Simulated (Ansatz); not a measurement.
**Run report: C$_{3}$H$_{10}$Si, geometry relaxation (part 2 of 2)**

The same run, continued: C$_{3}$H$_{10}$Si; RKS PBE/STO-3G (Ansatz 0.2.0). It belongs to a series of runs on one base structure; here: start relaxed.

Geometry of the input (Å):
```
Si 0.0000  0.0000  0.0000
H  0.0000  0.0000  1.4600
C  1.7634  0.0000  -0.6227
H  2.1111  -1.0463  -0.7509
H  1.8119  0.5276  -1.5981
H  2.4154  0.5187  0.1108
C  -0.8808  1.5259  -0.6227
H  -1.9334  1.2723  -0.8671
H  -0.8624  2.3106  0.1622
H  -0.3704  1.9025  -1.5336
C  -0.8808  -1.5259  -0.6227
H  -1.3804  -2.0377  0.2261
H  -1.6409  -1.2332  -1.3768
H  -0.1449  -2.2146  -1.0879
```

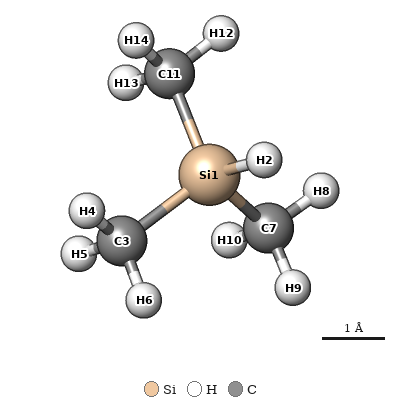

Fig. 1: The geometry at step 8 of the log (ball-and-stick view, seen at a tilt; atoms are numbered from 1 in the order of the input).

**Trajectory as extended XYZ, continued**
```
14
Properties=species:S:1:pos:R:3:forces:R:3 step=4 energy=-11014.13167
Si   -0.0033   -0.0220   -0.0118   -0.0388  -0.0344  -0.0833
H    -0.0112   -0.0883    1.4460    0.0042  -0.0105  -0.0127
C     1.7868    0.0137   -0.6038    0.2008   0.0150   0.0396
H     2.2617   -0.9836   -0.4750   -0.0822   0.3461  -0.0576
H     1.8494    0.2898   -1.6777    0.0379  -0.0953   0.2934
H     2.3783    0.7543   -0.0215   -0.1326  -0.2498  -0.2479
C    -0.8954    1.5490   -0.5569   -0.1761   0.2168   0.0458
H    -2.0017    1.4123   -0.5096    0.4716   0.1353  -0.0285
H    -0.6245    2.4036    0.1055   -0.1483  -0.2808  -0.3415
H    -0.6246    1.8188   -1.6024   -0.1504  -0.0492   0.3774
C    -0.8879   -1.5467   -0.6979   -0.0649  -0.0252  -0.0078
H    -1.5533   -1.9908    0.0698    0.1155   0.0497  -0.2271
H    -1.5088   -1.2902   -1.5805    0.1504  -0.1039   0.1904
H    -0.1575   -2.3198   -1.0076   -0.1872   0.0861   0.0595
14
Properties=species:S:1:pos:R:3:forces:R:3 step=5 energy=-11014.15471
Si   -0.0027   -0.0348   -0.0224    0.0302   0.0865  -0.5422
H    -0.0031   -0.1325    1.3984    0.0012  -0.0690   0.9008
C     1.7804    0.0246   -0.6042    0.1465   0.0017  -0.1521
H     2.2991   -0.9280   -0.4039   -0.0079   0.0044   0.0118
H     1.8400    0.2122   -1.6896    0.0251  -0.0122   0.0068
H     2.3476    0.8240   -0.0988   -0.0315   0.0084   0.0108
C    -0.8978    1.5414   -0.5121   -0.0750   0.1326  -0.1369
H    -1.9854    1.4540   -0.3513    0.0026  -0.0042   0.0164
H    -0.5453    2.4101    0.0692    0.0238  -0.0383  -0.0013
H    -0.7385    1.7709   -1.5800   -0.0338   0.0060   0.0344
C    -0.8802   -1.5423   -0.7191   -0.1111  -0.1840  -0.1790
H    -1.6788   -1.8953   -0.0434    0.0373   0.0501  -0.0299
H    -1.3475   -1.3212   -1.6945    0.0345  -0.0332   0.0254
H    -0.1802   -2.3830   -0.8717   -0.0418   0.0512   0.0349
14
Properties=species:S:1:pos:R:3:forces:R:3 step=6 energy=-11014.18937
Si    0.0027   -0.0414   -0.0190    0.0012   0.0008  -0.0263
H     0.0120   -0.1647    1.4334    0.0021  -0.0047   0.0262
C     1.7865    0.0324   -0.6223   -0.0166  -0.0002   0.0044
H     2.3247   -0.9005   -0.3850   -0.0010  -0.0005   0.0000
H     1.8408    0.1806   -1.7135   -0.0046  -0.0031  -0.0047
H     2.3340    0.8623   -0.1451   -0.0036   0.0074  -0.0055
C    -0.9096    1.5399   -0.4872    0.0054  -0.0106   0.0070
H    -1.9810    1.4733   -0.2343    0.0037   0.0005   0.0084
H    -0.4953    2.4130    0.0442    0.0046  -0.0050  -0.0052
H    -0.8347    1.7419   -1.5688   -0.0067  -0.0071   0.0019
C    -0.8775   -1.5438   -0.7429    0.0062   0.0113   0.0053
H    -1.7841   -1.7896   -0.1650   -0.0076   0.0148  -0.0152
H    -1.1853   -1.3708   -1.7874    0.0198  -0.0017  -0.0067
H    -0.2251   -2.4329   -0.7304   -0.0029  -0.0018   0.0107
14
Properties=species:S:1:pos:R:3:forces:R:3 step=7 energy=-11014.19609
Si    0.0047   -0.0459   -0.0101   -0.0040   0.0286   0.0180
H     0.0220   -0.1816    1.4426   -0.0008  -0.0044  -0.0132
C     1.7773    0.0386   -0.6313    0.0755  -0.0066  -0.0220
H     2.3232   -0.8886   -0.3904    0.0231  -0.0011  -0.0040
H     1.8193    0.1752   -1.7251   -0.0143  -0.0066   0.0191
H     2.3254    0.8769   -0.1701   -0.0021   0.0053   0.0029
C    -0.9125    1.5310   -0.4676   -0.0415   0.0449  -0.0104
H    -1.9715    1.4828   -0.1636    0.0012   0.0007   0.0080
H    -0.4648    2.4110    0.0229    0.0052   0.0127   0.0016
H    -0.8868    1.7070   -1.5561   -0.0034  -0.0005   0.0095
C    -0.8678   -1.5376   -0.7513   -0.0235  -0.0588  -0.0352
H    -1.8395   -1.7143   -0.2621   -0.0257  -0.0058   0.0012
H    -1.0581   -1.4025   -1.8295    0.0213   0.0013   0.0188
H    -0.2632   -2.4521   -0.6318   -0.0112  -0.0098   0.0058
14
Properties=species:S:1:pos:R:3:forces:R:3 step=8 energy=-11014.17140 accepted=F
Si    0.0090   -0.0508   -0.0110   -0.0007   0.0230   0.1278
H     0.0363   -0.2062    1.4426   -0.0002   0.0145  -0.0807
C     1.7777    0.0466   -0.6452    0.0768   0.0036  -0.0199
H     2.3403   -0.8690   -0.3938   -0.0055   0.0286  -0.0098
H     1.8060    0.1645   -1.7420   -0.0005  -0.0057   0.0298
H     2.3182    0.9020   -0.2045   -0.0215  -0.0265  -0.0066
C    -0.9219    1.5276   -0.4390   -0.1095   0.1350  -0.0530
H    -1.9619    1.4992   -0.0588    0.1776   0.0069  -0.0617
H    -0.4273    2.4141    0.0011   -0.0769  -0.0959  -0.0664
H    -0.9699    1.6777   -1.5349   -0.0001   0.0034   0.1719
C    -0.8609   -1.5388   -0.7640   -0.3673  -0.5215  -0.3044
H    -1.9243   -1.6092   -0.4032    0.7629  -0.0164  -0.2926
H    -0.8800   -1.4677   -1.8865   -0.0216  -0.1251   0.7995
H    -0.3333   -2.4899   -0.4841   -0.4134   0.5761  -0.2339
14
Properties=species:S:1:pos:R:3:forces:R:3 step=9 energy=-11014.19831
Si    0.0067   -0.0470   -0.0162    0.0066  -0.0616   0.1319
H     0.0249   -0.1900    1.4359   -0.0004   0.0070  -0.0095
C     1.7835    0.0398   -0.6339   -0.0103   0.0250  -0.0436
H     2.3440   -0.8789   -0.3924   -0.0323  -0.0045   0.0110
H     1.8141    0.1708   -1.7283    0.0369   0.0047  -0.0074
H     2.3235    0.8876   -0.1802   -0.0065   0.0044  -0.0077
C    -0.9172    1.5334   -0.4570    0.0068   0.0113  -0.0400
H    -1.9672    1.4922   -0.1222    0.0049  -0.0105   0.0057
H    -0.4520    2.4162    0.0129    0.0069  -0.0139   0.0031
H    -0.9213    1.7003   -1.5471   -0.0140   0.0126   0.0009
C    -0.8682   -1.5429   -0.7547   -0.0099   0.0128  -0.0427
H    -1.8708   -1.6814   -0.3160    0.0092   0.0247  -0.0030
H    -0.9939   -1.4291   -1.8443   -0.0088  -0.0299  -0.0084
H    -0.2985   -2.4710   -0.5799    0.0109   0.0180   0.0095
14
Properties=species:S:1:pos:R:3:forces:R:3 step=10 energy=-11014.19963
Si    0.0080   -0.0506   -0.0130    0.0009  -0.0224   0.0200
H     0.0277   -0.1964    1.4391    0.0027  -0.0006  -0.0196
C     1.7831    0.0434   -0.6384   -0.0287   0.0138  -0.0062
H     2.3482   -0.8697   -0.3882   -0.0122  -0.0081   0.0072
H     1.8137    0.1649   -1.7340    0.0141   0.0017  -0.0001
H     2.3177    0.8987   -0.1925    0.0003   0.0022  -0.0040
C    -0.9182    1.5310   -0.4495   -0.0009   0.0002  -0.0088
H    -1.9597    1.4965   -0.0873    0.0150   0.0012  -0.0049
H    -0.4367    2.4143    0.0030   -0.0045  -0.0121  -0.0040
H    -0.9494    1.6906   -1.5407   -0.0029  -0.0015   0.0195
C    -0.8672   -1.5429   -0.7611   -0.0269  -0.0266  -0.0293
H    -1.8915   -1.6502   -0.3602    0.0810   0.0134  -0.0357
H    -0.9453   -1.4510   -1.8594   -0.0001  -0.0245   0.0812
H    -0.3226   -2.4786   -0.5412   -0.0379   0.0632  -0.0152
14
Properties=species:S:1:pos:R:3:forces:R:3 step=11 energy=-11014.20016
Si    0.0079   -0.0511   -0.0133   -0.0014   0.0016  -0.0126
H     0.0296   -0.1990    1.4383    0.0011  -0.0015  -0.0150
C     1.7817    0.0446   -0.6403   -0.0008  -0.0032   0.0125
H     2.3449   -0.8688   -0.3853   -0.0016   0.0062  -0.0013
H     1.8159    0.1624   -1.7361   -0.0014  -0.0010  -0.0019
H     2.3161    0.9011   -0.1961   -0.0007  -0.0039  -0.0013
C    -0.9188    1.5303   -0.4477   -0.0031  -0.0027   0.0183
H    -1.9584    1.4969   -0.0808    0.0048   0.0028  -0.0017
H    -0.4344    2.4128    0.0027   -0.0035  -0.0022  -0.0036
H    -0.9551    1.6896   -1.5381    0.0009  -0.0003  -0.0037
C    -0.8663   -1.5421   -0.7631    0.0095   0.0080   0.0171
H    -1.8922   -1.6417   -0.3706    0.0044  -0.0024  -0.0051
H    -0.9351   -1.4585   -1.8604    0.0011  -0.0031   0.0003
H    -0.3279   -2.4767   -0.5323   -0.0095   0.0018  -0.0021
14
Properties=species:S:1:pos:R:3:forces:R:3 step=12 energy=-11014.20029
Si    0.0083   -0.0512   -0.0152    0.0004   0.0007   0.0007
H     0.0318   -0.2020    1.4356    0.0001   0.0005  -0.0018
C     1.7818    0.0455   -0.6420   -0.0002   0.0006  -0.0005
H     2.3459   -0.8664   -0.3845    0.0013   0.0007  -0.0005
H     1.8162    0.1606   -1.7381   -0.0002  -0.0008   0.0009
H     2.3151    0.9035   -0.1997    0.0001  -0.0008   0.0003
C    -0.9201    1.5303   -0.4445   -0.0015  -0.0016   0.0026
H    -1.9571    1.4983   -0.0706    0.0020   0.0002  -0.0010
H    -0.4319    2.4128    0.0016   -0.0007   0.0004  -0.0014
H    -0.9634    1.6885   -1.5350   -0.0002   0.0012   0.0009
C    -0.8654   -1.5422   -0.7642   -0.0001  -0.0015  -0.0017
H    -1.8978   -1.6307   -0.3862    0.0069  -0.0022  -0.0049
H    -0.9176   -1.4682   -1.8634   -0.0002  -0.0036   0.0094
H    -0.3379   -2.4789   -0.5172   -0.0077   0.0063  -0.0030
```

**Key numbers**

| quantity | value |
| --- | --- |
| outcome | converged |
| total energy | −11014.2003 eV |
| mean-field energy | −11014.2003 eV |
| largest force (length of the vector) at the end | 0.010 eV/Å |
| hardware | 1 thread of Intel Xeon (Granite Rapids), 32 GiB of memory available, shared host |
| wall time | 15 s |
| peak memory | 0.12 GiB |
